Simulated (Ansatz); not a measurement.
# FH₃O₃SW: what the fields show

```xyz
9

F     1.1787    0.9108   -1.3593
O     1.7257   -0.0051    0.8551
O    -0.6428   -1.2515    0.9741
O    -0.9498   -0.3087   -1.5145
S    -0.8885    1.8966    0.8483
W     0.0432    0.1840    0.0160
H     2.5161    0.3370    0.4192
H    -1.2661   -1.3897    1.6936
H    -0.6525   -0.0220   -2.3870
```

Geometry: PBE0-D4/def2-SVP; core potentials replace the inner electrons of W.

All numbers below come from isolated molecule in a Gaussian basis; Kohn-Sham density functional theory, functional PBE0 (Ansatz).

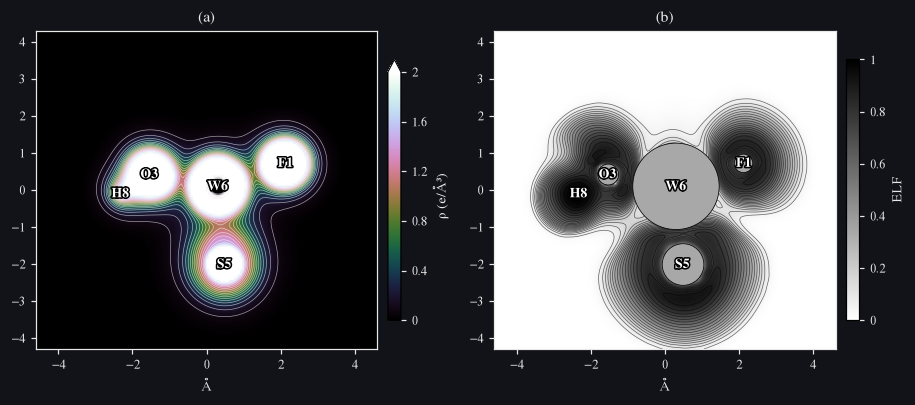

Figure 1. (a) electron density; (b) electron localisation function on the plane of atoms O3, W6 and S5. Grey discs cover the atomic cores in the ELF map.

**Interpret the plot.**

The section cuts through F, O, S, W and H sites.
W–O (1.86 Å): the density is about 1.2 e/Å³ at the midpoint; the ELF peaks at about 0.85 in the valence shell of O, 0.5 Å from its nucleus, and drops to about 0.25 between the two atoms.
W–F (1.93 Å): ρ at the midpoint is about 0.93 e/Å³; the ELF peaks at about 0.85 in the valence shell of F, 0.5 Å from its nucleus, and drops to about 0.20 between the two atoms.
W–S (2.12 Å): the density is about 1.1 e/Å³ at the midpoint; the ELF peaks at about 0.75 in the valence shell of S, 0.8 Å from its nucleus, and is about 0.50 at the midpoint.
O–H (0.96 Å): ρ is about 3.7 e/Å³ halfway; the ELF climbs to about 1 towards the hydrogen, as it does in any bond to H: an ordinary covalent bond to hydrogen.

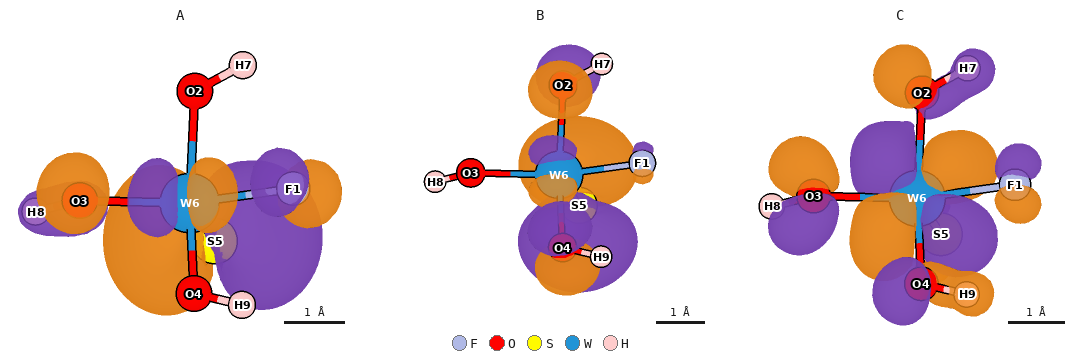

Figure 2. Three frontier orbitals at ±0.1 Å⁻³ᐟ² (orange and purple are the two phases), in no order.

**Order the three orbitals by energy and name them.**

A is the HOMO−1 (−8.52 eV). It lies mainly on S5 (about 65 %), W6 (about 20 %), F1 (about 5 %) and O3 (about 5 %). B is the HOMO (−8.07 eV). By Hirshfeld shares it lies mainly on S5 (about 65 %), W6 (about 10 %), O2 (about 10 %) and O4 (about 10 %); largely a lone pair of S5. C is the LUMO (−2.89 eV). It lies mainly on W6 (about 65 %), O3 (about 10 %), O4 (about 5 %) and O2 (about 5 %).

**What is the HOMO–LUMO gap?**

5.18 eV between the orbital energies.
